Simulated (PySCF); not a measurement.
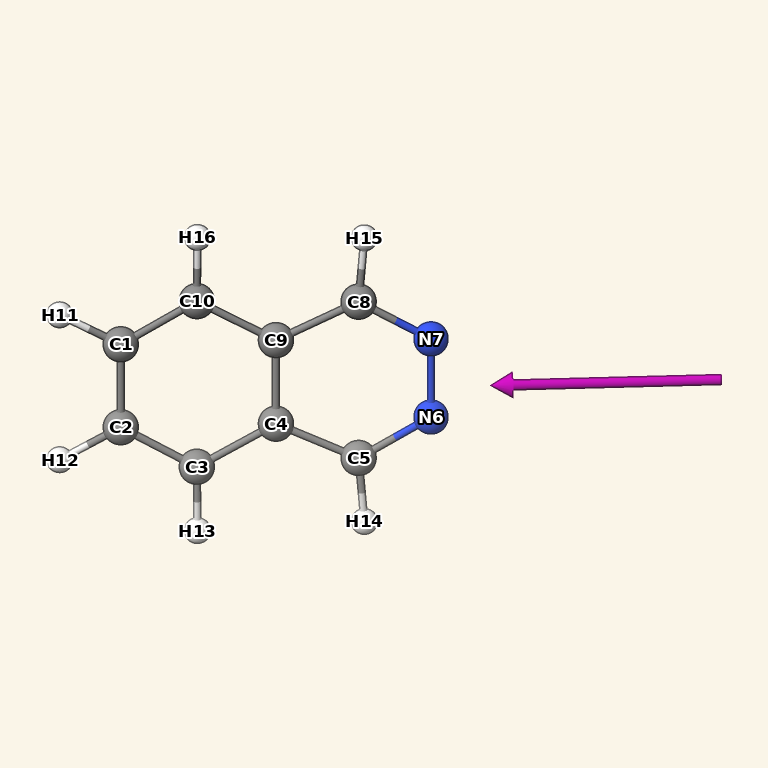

The arrow beside the molecule shows the direction of the dipole moment, from the negative to the positive end (its length means nothing). The computed structure is the end point of a GFN2-xTB optimisation. No frequency run is at hand to confirm it as a minimum. Level of theory: CAM-B3LYP/def2-SVPD, gas phase (PySCF 2.14.0).

> How large is the dipole moment?

5.24 D; it points from the side of N6, N7 to the side of H11, H12 (the outermost atoms at the two ends).
